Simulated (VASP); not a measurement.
Band structure of NiO (rock salt, AFM-II order). These are rev-vdW-DF2, VASP's PBE PAW potentials (set 64) (plane waves; VASP) values and carry that method's errors.

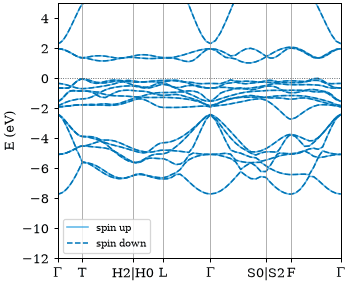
Fig. 1. Bands along high-symmetry lines, zero at the valence-band maximum or, without a gap, the Fermi level

**Question.** Read the plot: is there a gap, and where are the band edges?

**Answer.** The gap is indirect, 1.04 eV, from the valence maximum at F-Γ at 0.55 to the conduction minimum at Γ-S0 at 0.73. (Edges off the drawn lines would not show.)

The compound is NiO in the rock salt, AFM-II order structure. It was relaxed first.
